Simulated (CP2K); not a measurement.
Consider cis-1,2-difluoroethylene at its PBE geometry (Å).

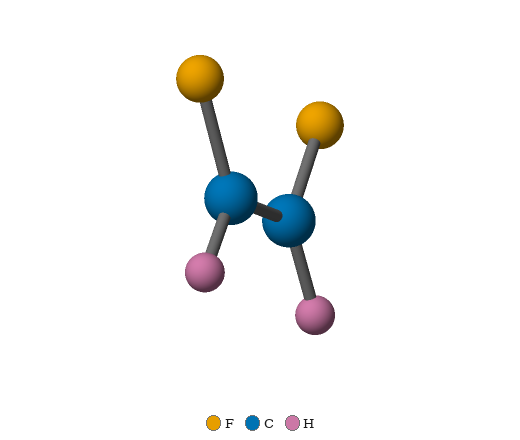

The molecule (fluorine orange, carbon blue, hydrogen pink).

```xyz
6

F     1.4139    1.0237   -0.0407
C     0.6630   -0.1053    0.0021
C    -0.6685   -0.0599    0.0046
F    -1.3418    1.1164   -0.0362
H     1.2343   -1.0305    0.0328
H    -1.3010   -0.9444    0.0373
```

Method: CP2K XAS_TDP, all-electron GAPW, PBEh(45%), aug-cc-pVTZ, TDA, no relativity.

Where do the C K-edge lines lie, and how strong are they?

Leading lines: C2 283.10 eV. The leading line of an atom is its first one with 35 % of the strongest within 2.5 eV of its lowest line over the strength cut. 

The first six lines of each atom with a strength over 0.0015:

| atom | energy (eV) | states | strength, one atom |
| --- | --- | --- | --- |
| C2 (bonded to C, F and H), 2 alike | 283.10 | 1 | 0.0598 |
|  | 284.90 | 1 | 0.0376 |
|  | 286.30 | 1 | 0.0118 |
|  | 287.77 | 1 | 0.0036 |
|  | 288.00 | 1 | 0.0081 |
|  | 288.46 | 1 | 0.0026 |

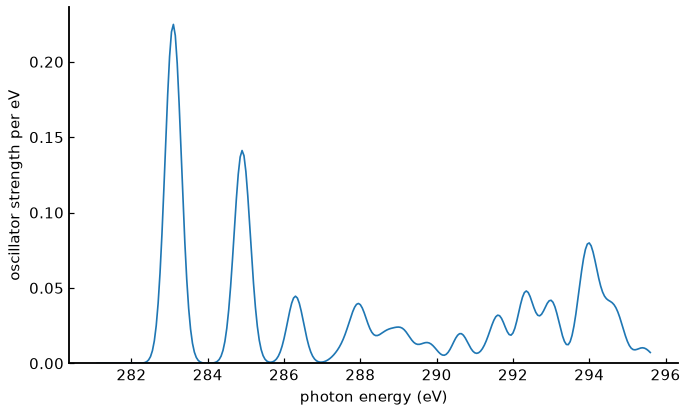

All atoms added, broadened by 0.5 eV.

Lines are vertical, at one geometry, with no vibrational structure. Without a correction of the core level, line positions, and the gaps between valence and Rydberg lines, follow the share of exact exchange. At this level such K lines come out 3 to 6 eV under measured ones. These values hold no scalar relativity, about 0.1 eV for C 1s. Rydberg lines, and the discretised continuum above threshold, depend on the basis and the box.

[Banner, clock and machine lines of the logs are left out without a mark of their own.]

[Logs are printed without paths, hosts, clocks, repeated set-up lines and the standing remarks that a program may print on its own settings, such as how far it seeks lower states.]

[Hosts, paths, dates, database ids (printed as entryN), source tags and the programs' standing remarks are cut or masked in the printed files.]
